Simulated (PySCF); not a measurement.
System: C4H9ClSSi.

```yaml
atoms:
  - { symbol: C, position_ang: [1.9872, -0.2719, 1.1391] }
  - { symbol: S, position_ang: [1.8397, -0.4873, -0.6573] }
  - { symbol: C, position_ang: [0.0700, -0.1711, -0.9492] }
  - { symbol: C, position_ang: [-0.8763, -1.0932, -0.1549] }
  - { symbol: Si, position_ang: [-1.5500, 0.3990, 0.8338] }
  - { symbol: Cl, position_ang: [-3.5220, 0.7716, 0.6695] }
  - { symbol: C, position_ang: [-0.4125, 1.2124, -0.4700] }
  - { symbol: H, position_ang: [1.3535, -0.9863, 1.6549] }
  - { symbol: H, position_ang: [1.7262, 0.7436, 1.4197] }
  - { symbol: H, position_ang: [3.0287, -0.4640, 1.3761] }
  - { symbol: H, position_ang: [-0.0147, -0.3021, -2.0280] }
  - { symbol: H, position_ang: [-0.3586, -1.8823, 0.3852] }
  - { symbol: H, position_ang: [-1.5984, -1.5815, -0.8078] }
  - { symbol: H, position_ang: [-1.1457, 0.5137, 2.2318] }
  - { symbol: H, position_ang: [0.3928, 1.8555, -0.1242] }
  - { symbol: H, position_ang: [-0.9274, 1.7527, -1.2628] }
```

Geometry: GFN2-xTB.

Computed with PBE0/pcSseg-1, SCF density, gas phase, non-relativistic (PySCF).

### Predict the electron density and electron localisation function between the atoms.

C–S (1.82 Å): the density is about 1.2 e/Å³ at the midpoint; the ELF peaks at about 0.90 between the atoms; localised, covalent bonding.
Si–Cl (2.01 Å): ρ at the midpoint is about 0.97 e/Å³; the ELF peaks at about 0.90 between the atoms, as expected for a shared but strongly polarised pair.
C–H (1.09 Å): ρ is about 2 e/Å³ halfway; the ELF climbs to about 1 towards the hydrogen, as it does in any bond to H (an ordinary covalent bond to hydrogen).
Si–H (1.46 Å): the density is about 0.83 e/Å³ at the midpoint; the ELF climbs to about 1 towards the hydrogen.

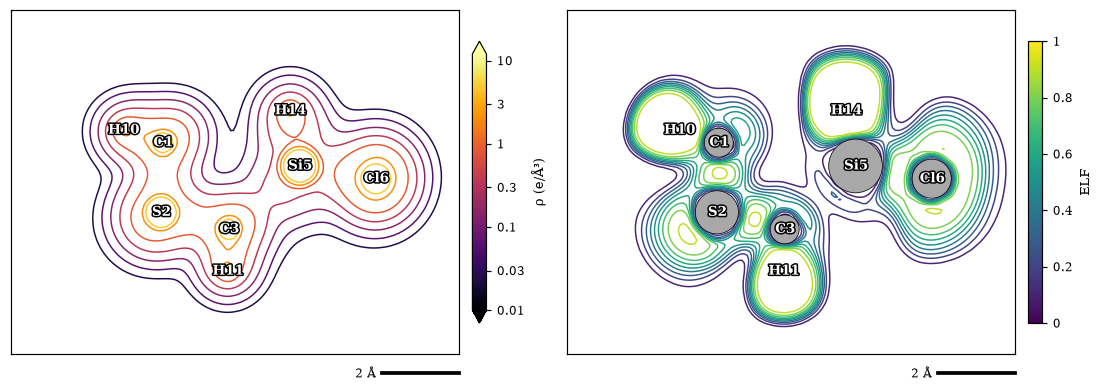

Computed electron density and electron localisation function on the plane of atoms S2, C3 and H11, in this order. Grey discs cover the atomic cores in the ELF map. 
